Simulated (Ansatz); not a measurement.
# C2H4FNO: from a rough start to a minimum

The task is to find a stationary geometry of C2H4FNO, then compute its harmonic vibrations to see whether it is a minimum and to get the zero-point energy and entropy.

Program: Ansatz 0.2.0, Gaussian basis. Level of theory: RKS PBE0-D4/def2-TZVP. These are calculated values, not measurements.

The runs, in order: relaxation at PBE-D4/def2-SVP; relaxation at PBE0-D4/def2-TZVP; harmonic vibrations at the same level.

1 further run of the same task is left out (set aside as unsound or not needed).

### Step 1. Starting geometry

SMILES `NC(O)=CF`, 9 atoms, charge 0, spin multiplicity 1.

Atoms are counted from 1 here; the program's logs count them from 0.

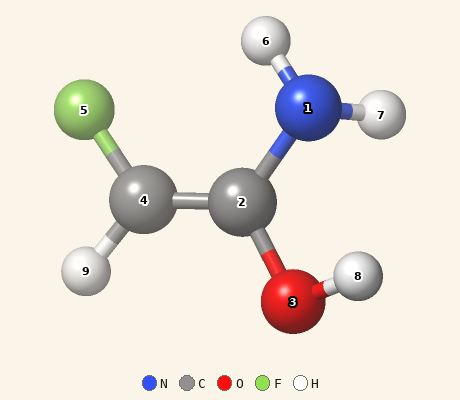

Start geometry, drawn with nitrogen blue, carbon grey, oxygen red, fluorine green, hydrogen white; atoms are numbered from 1 in the order of the file.

Coordinates:

```xyz
9
C2H4FNO
N     1.2109   -0.1032    0.3421
C    -0.0855   -0.1236   -0.2330
O    -0.1159   -0.4997   -1.5564
C    -1.1596    0.1439    0.3849
F    -1.2772    0.5032    1.6631
H     1.1059    0.3439    1.2731
H     1.8119    0.5244   -0.2239
H     0.8137   -0.9283   -1.6620
H    -2.2157    0.0932   -0.0049
```

The start is a force-field geometry with small random shifts, so a cheaper pass at PBE-D4/def2-SVP comes first.

### Step 2. Relaxation at PBE-D4/def2-SVP (cheap first pass)

in.yaml

```yaml
crystal:
  periodic: [false, false, false]
  atoms:
    - {symbol: N, position_ang: [1.210900, -0.103200, 0.342100]}
    - {symbol: C, position_ang: [-0.085500, -0.123600, -0.233000]}
    - {symbol: O, position_ang: [-0.115900, -0.499700, -1.556400]}
    - {symbol: C, position_ang: [-1.159600, 0.143900, 0.384900]}
    - {symbol: F, position_ang: [-1.277200, 0.503200, 1.663100]}
    - {symbol: H, position_ang: [1.105900, 0.343900, 1.273100]}
    - {symbol: H, position_ang: [1.811900, 0.524400, -0.223900]}
    - {symbol: H, position_ang: [0.813700, -0.928300, -1.662000]}
    - {symbol: H, position_ang: [-2.215700, 0.093200, -0.004900]}
basis:
  gaussian: {orbitals: def2-SVP}
hamiltonian: {xc: pbe, dispersion: d4}
relax: {f_tol: 0.03, max_steps: 200}
```

Started as:

```console
$ ansatz run in.yaml --threads 2 --pin off --events-out ev --progress --plain --max-ram 4352MiB
```

What it wrote, shortened:

```text
Functional definition: PBE
  name "PBE"
  cite "Perdew, Burke & Ernzerhof, Phys. Rev. Lett. 77, 3865 (1996) doi:10.1103/PhysRevLett.77.3865"
  parent pbe
[...]
1011 factors; their error is unknown
[...]
mean field -8376.14186102 eV, -307.8175358397 hartree, gradient 6.0e-5 eV, S^2 0.000000; 0 other end points of the search recorded, 0 dependent functions left out
[...]
reference -8376.14188772 eV, -307.8175368207 hartree; 20, 20 occupied and 70, 70 virtual orbitals, 1011 factors
relax step   1: F+E_penalty+E_count = -8376.28150954 eV  Δ(F+E_penalty+E_count) = +0.000e0 eV  max|allowed force component| = 6.991e0 eV/Å  Δτ_max = 0.0000 Å  (28 SCF iters, accepted)
[...]
relax step   7: F+E_penalty+E_count = -8376.82716000 eV  Δ(F+E_penalty+E_count) = -3.873e-5 eV  max|allowed force component| = 4.314e-2 eV/Å  Δτ_max = 0.0230 Å  (32 SCF iters, accepted)
[...]
relax step   8: F+E_penalty+E_count = -8376.82736427 eV  Δ(F+E_penalty+E_count) = -2.043e-4 eV  max|allowed force component| = 1.010e-2 eV/Å  Δτ_max = 0.0105 Å  (33 SCF iters, accepted)
1011 factors; their error is unknown
mean field -8376.68818219 eV, -307.8376127725 hartree, gradient 2.1e-5 eV, S^2 0.000000; 1 other end points of the search recorded, 0 dependent functions left out
[...]
reference -8376.68821003 eV, -307.8376137952 hartree; 20, 20 occupied and 70, 70 virtual orbitals, 1011 factors
Total energy: -8376.82739210 eV, -307.8427286421 hartree
Atom 0 at     1.209609    -0.025919     0.329957 Å, force     0.009374     0.003127     0.007229 eV/Å
Atom 1 at    -0.055432    -0.081625    -0.269853 Å, force     0.002746     0.003022     0.002507 eV/Å
Atom 2 at    -0.062108    -0.428071    -1.591275 Å, force    -0.000740     0.002084    -0.003320 eV/Å
Atom 3 at    -1.220504     0.140958     0.381530 Å, force     0.000880    -0.003059    -0.001600 eV/Å
Atom 4 at    -1.197682     0.642639     1.647849 Å, force    -0.002160     0.004647     0.002123 eV/Å
Atom 5 at     1.140438     0.171282     1.333945 Å, force    -0.001865    -0.002367    -0.010103 eV/Å
Atom 6 at     1.829629     0.664913    -0.114136 Å, force    -0.007456    -0.004960     0.002323 eV/Å
Atom 7 at     0.662796    -1.077348    -1.702226 Å, force    -0.000857    -0.000412     0.000361 eV/Å
Atom 8 at    -2.218247    -0.053029    -0.032791 Å, force     0.000079    -0.002083     0.000480 eV/Å
Dipole moment:     0.421437    -0.031392    -0.081208 e Å
```

Run time: 15 s. Hardware: 2 threads of Arm Neoverse V1, shared host.

Along the way: (the energy doesn't fall at every step)

```csv
step,energy from step 1 (eV),largest force component (eV/Å)
1,0.0000,6.9906
2,-0.4513,2.0923
3,-0.5339,0.3996
4,-0.5035,0.8452
5,-0.5449,0.0603
6,-0.5456,0.0405
7,-0.5457,0.0431
8,-0.5459,0.0101
```

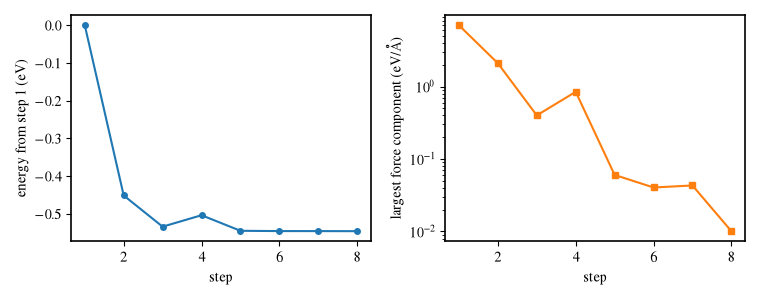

Energy and force, step by step.

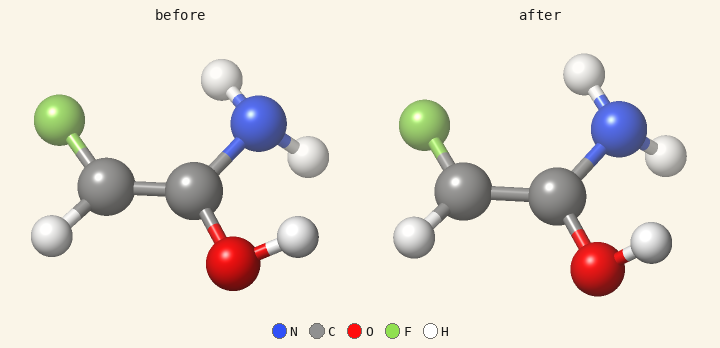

The geometry before (left) and after (right).

Distances of close pairs at the start and the end, largest changes first:

```csv
bond,before (Å),after (Å),change (Å)
C2–C4,1.268,1.353,+0.086
O3–H8,1.029,0.979,-0.050
C4–F5,1.333,1.362,+0.029
C4–H9,1.127,1.098,-0.029
N1–C2,1.418,1.401,-0.017
N1–H6,1.038,1.026,-0.013
C2–O3,1.376,1.366,-0.010
N1–H7,1.037,1.029,-0.008
```

### Step 3. Optimising with PBE0-D4/def2-TZVP

in.yaml

```yaml
crystal:
  periodic: [false, false, false]
  atoms:
    - {symbol: N, position_ang: [1.209609, -0.025919, 0.329957]}
    - {symbol: C, position_ang: [-0.055432, -0.081625, -0.269853]}
    - {symbol: O, position_ang: [-0.062108, -0.428071, -1.591275]}
    - {symbol: C, position_ang: [-1.220504, 0.140958, 0.381530]}
    - {symbol: F, position_ang: [-1.197682, 0.642639, 1.647849]}
    - {symbol: H, position_ang: [1.140438, 0.171282, 1.333945]}
    - {symbol: H, position_ang: [1.829629, 0.664913, -0.114136]}
    - {symbol: H, position_ang: [0.662796, -1.077348, -1.702226]}
    - {symbol: H, position_ang: [-2.218247, -0.053029, -0.032791]}
basis:
  gaussian: {orbitals: def2-TZVP}
hamiltonian: {xc: pbe0, dispersion: d4}
relax: {f_tol: 0.005, max_steps: 150}
```

The command is unchanged.

What it wrote, shortened:

```text
Functional definition: PBE0
  name "PBE0"
  cite "Adamo & Barone, J. Chem. Phys. 110, 6158 (1999) doi:10.1063/1.478522"
  cite "Perdew, Burke & Ernzerhof, Phys. Rev. Lett. 77, 3865 (1996) doi:10.1103/PhysRevLett.77.3865"
  parent pbe
[...]
998 factors; their error is unknown
[...]
mean field -8386.66661437 eV, -308.2043133912 hartree, gradient 3.8e-5 eV, S^2 0.000000; 0 other end points of the search recorded, 0 dependent functions left out
[...]
reference -8386.66663827 eV, -308.2043142698 hartree; 20, 20 occupied and 159, 159 virtual orbitals, 998 factors
relax step   1: F+E_penalty+E_count = -8386.78176391 eV  Δ(F+E_penalty+E_count) = +0.000e0 eV  max|allowed force component| = 7.956e-1 eV/Å  Δτ_max = 0.0000 Å  (29 SCF iters, accepted)
[...]
Total energy: -8386.83232845 eV, -308.2104032715 hartree
Atom 0 at     1.200810    -0.011307     0.338641 Å, force    -0.000278    -0.000251     0.000550 eV/Å
Atom 1 at    -0.055151    -0.074647    -0.251549 Å, force     0.001809    -0.000357    -0.002215 eV/Å
Atom 2 at    -0.051056    -0.407638    -1.567489 Å, force    -0.002037     0.001444     0.002130 eV/Å
Atom 3 at    -1.210228     0.134123     0.371665 Å, force    -0.000762     0.000187    -0.000955 eV/Å
Atom 4 at    -1.210352     0.609512     1.638067 Å, force     0.000035     0.000142     0.000734 eV/Å
Atom 5 at     1.151668     0.195890     1.326039 Å, force    -0.000288    -0.000061     0.000289 eV/Å
Atom 6 at     1.821690     0.636028    -0.131077 Å, force     0.000317     0.000251    -0.000360 eV/Å
Atom 7 at     0.627611    -1.081845    -1.691419 Å, force     0.001016    -0.001046    -0.000260 eV/Å
Atom 8 at    -2.186494    -0.046315    -0.049878 Å, force     0.000188    -0.000310     0.000087 eV/Å
Dipole moment:     0.402082    -0.048625    -0.097531 e Å
```

Run time: 40 s. Hardware: 2 threads of Arm Neoverse V1, shared host; peak memory 0.36 GiB.

Along the way:

```csv
step,energy from step 1 (eV),largest force component (eV/Å)
1,0.0000,0.7956
2,-0.0451,0.2111
3,-0.0495,0.0500
4,-0.0501,0.0442
5,-0.0504,0.0182
6,-0.0505,0.0157
7,-0.0505,0.0065
8,-0.0505,0.0067
9,-0.0505,0.0022
```

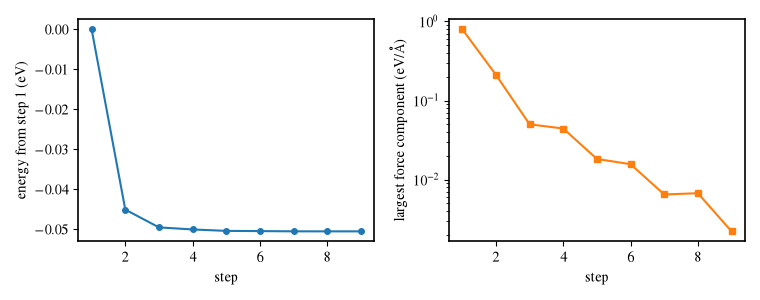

Energy and force, step by step.

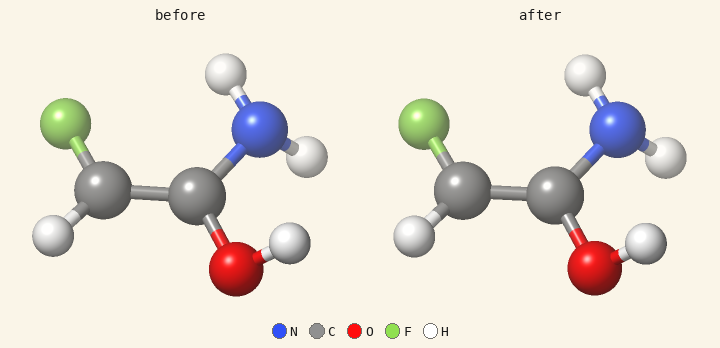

The geometry before (left) and after (right).

Close pairs (by a distance rule), those that changed most:

```csv
bond,before (Å),after (Å),change (Å)
C2–C4,1.353,1.329,-0.024
C4–H9,1.098,1.079,-0.019
N1–H7,1.029,1.013,-0.017
N1–H6,1.026,1.010,-0.015
O3–H8,0.979,0.965,-0.015
N1–C2,1.401,1.389,-0.012
C4–F5,1.362,1.353,-0.010
C2–O3,1.366,1.357,-0.009
```

Mulliken charges of the relaxed molecule (report file):

| atom | value (e) |
| --- | --- |
| N1 | -0.50 |
| C2 | 0.19 |
| O3 | -0.41 |
| C4 | -0.01 |
| F5 | -0.22 |
| H6 | 0.25 |
| H7 | 0.24 |
| H8 | 0.32 |
| H9 | 0.13 |

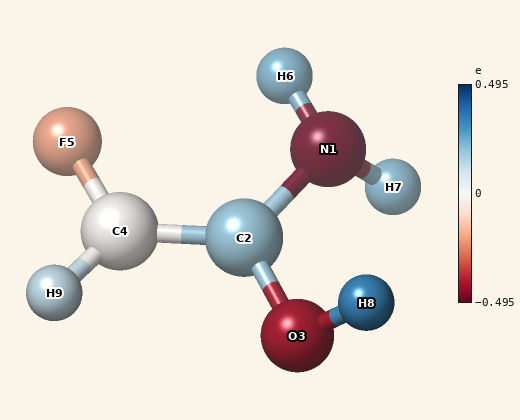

Mulliken charges of the relaxed molecule (report file), as colours on the atoms.

### Step 4. Harmonic vibrations

in.yaml

```yaml
crystal:
  periodic: [false, false, false]
  atoms:
    - {symbol: N, position_ang: [1.200810, -0.011307, 0.338641]}
    - {symbol: C, position_ang: [-0.055151, -0.074647, -0.251549]}
    - {symbol: O, position_ang: [-0.051056, -0.407638, -1.567489]}
    - {symbol: C, position_ang: [-1.210228, 0.134123, 0.371665]}
    - {symbol: F, position_ang: [-1.210352, 0.609512, 1.638067]}
    - {symbol: H, position_ang: [1.151668, 0.195890, 1.326039]}
    - {symbol: H, position_ang: [1.821690, 0.636028, -0.131077]}
    - {symbol: H, position_ang: [0.627611, -1.081845, -1.691419]}
    - {symbol: H, position_ang: [-2.186494, -0.046315, -0.049878]}
basis:
  gaussian: {orbitals: def2-TZVP}
hamiltonian: {xc: pbe0, dispersion: d4}
phonons: {temperatures: {t_min: 298.15, t_max: 900, t_step: 200}}
```

The command is unchanged.

What it wrote, shortened:

```text
Functional definition: PBE0
  name "PBE0"
  cite "Adamo & Barone, J. Chem. Phys. 110, 6158 (1999) doi:10.1063/1.478522"
  cite "Perdew, Burke & Ernzerhof, Phys. Rev. Lett. 77, 3865 (1996) doi:10.1103/PhysRevLett.77.3865"
  parent pbe
[...]
998 factors; their error is unknown
[...]
mean field -8386.71658716 eV, -308.2061498575 hartree, gradient 3.5e-5 eV, S^2 0.000000; 0 other end points of the search recorded, 0 dependent functions left out
[...]
reference -8386.71661098 eV, -308.2061507327 hartree; 20, 20 occupied and 159, 159 virtual orbitals, 998 factors
[...]
998 factors; their error is unknown
mean field -8386.71643240 eV, -308.2061441702 hartree, gradient 1.7e-6 eV, S^2 0.000000; 0 other end points of the search recorded, 0 dependent functions left out
[...]
reference -8386.71645622 eV, -308.2061450455 hartree; 20, 20 occupied and 159, 159 virtual orbitals, 998 factors
[...]
Atom 1 at    -0.055151    -0.074647    -0.251549 Å, force     0.001810    -0.000350    -0.002201 eV/Å
Atom 2 at    -0.051056    -0.407638    -1.567489 Å, force    -0.002016     0.001425     0.002148 eV/Å
Atom 3 at    -1.210228     0.134123     0.371665 Å, force    -0.000706     0.000205    -0.000929 eV/Å
Atom 4 at    -1.210352     0.609512     1.638067 Å, force     0.000021     0.000120     0.000701 eV/Å
Atom 5 at     1.151668     0.195890     1.326039 Å, force    -0.000298    -0.000062     0.000259 eV/Å
Atom 6 at     1.821690     0.636028    -0.131077 Å, force     0.000323     0.000261    -0.000370 eV/Å
Atom 7 at     0.627611    -1.081845    -1.691419 Å, force     0.000992    -0.001034    -0.000270 eV/Å
Atom 8 at    -2.186494    -0.046315    -0.049878 Å, force     0.000157    -0.000309     0.000082 eV/Å
Dipole moment:     0.402083    -0.048625    -0.097531 e Å
Vibrations: 239.44 269.88 337.88 420.45 496.95 550.94 616.88 730.54 798.29 943.77 1112.96 1182.68 1250.45 1324.76 1405.64 1637.68 1819.62 3271.32 3537.33 3643.03 3803.53 cm⁻¹, zero-point energy 1.822196 eV
```

Wall time 2.5 min (2 threads of Arm Neoverse V1, shared host); peak memory 0.37 GiB.

Motions are named by where the mode's potential energy lies. The modes, unscaled (a negative number is an imaginary wavenumber):

```csv
mode,cm⁻¹,motion
1,239,bend
2,270,torsion
3,338,torsion
4,420,torsion with bend
5,497,bend with torsion
6,551,torsion
7,617,bend
8,731,torsion
9,798,torsion with bend
10,944,"mixed, led by C–N stretch"
11,1113,C–F stretch with bend
12,1183,bend with C–F stretch
13,1250,bend
14,1325,bend
15,1406,bend with C–N stretch
16,1638,bend
17,1820,C–C stretch
18,3271,C–H stretch
19,3537,N–H stretch
20,3643,N–H stretch
21,3804,O–H stretch
```

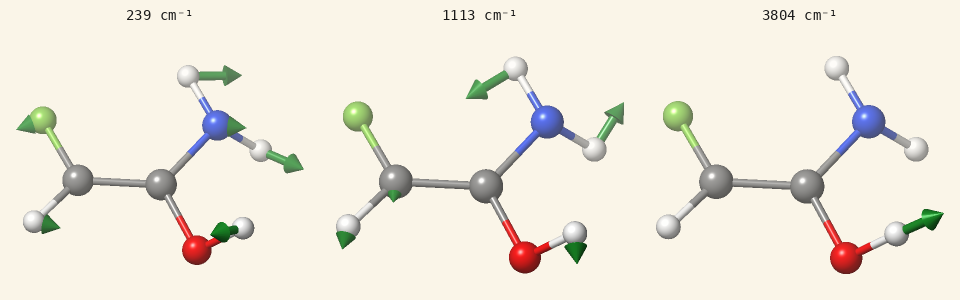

How the atoms move in 3 of the modes.

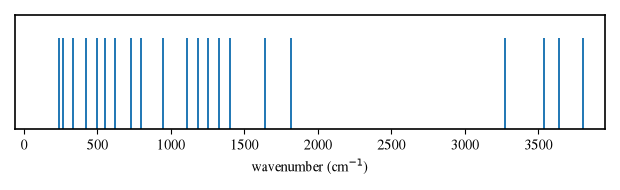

The harmonic wavenumbers as sticks (no intensities were computed).

From these modes and the moments of inertia (298.15 K, 1 bar, symmetry number 1):

```
                term            value
   zero-point energy    42.0 kcal/mol
          H(298) − E    46.0 kcal/mol
entropy, translation  163.0 J/(mol K)
   entropy, rotation  106.5 J/(mol K)
  entropy, vibration   33.2 J/(mol K)
      entropy, total  302.8 J/(mol K)
```

### Step 5. Results

```
                  quantity            value
               point group               C1
                     steps            8 + 9
shift from the start (rms)          0.139 Å
              total energy    -8386.8323 eV
           dispersion term         -116 meV
             dipole moment           2.00 D
lowest, highest wavenumber   239, 3804 cm⁻¹
         zero-point energy    42.0 kcal/mol
       entropy at 298.15 K  302.8 J/(mol K)
```

The atoms moved 0.14 Å (rms) from the start; the bond that changed most is O3–H8, from 1.029 to 0.965 Å. No mode is imaginary: a true minimum at this level. The stiffest mode, 3804 cm⁻¹, is an O–H stretch. Harmonic hybrid wavenumbers usually lie a few per cent above measured fundamentals. The largest Mulliken charge, -0.50 e, sits on N1.
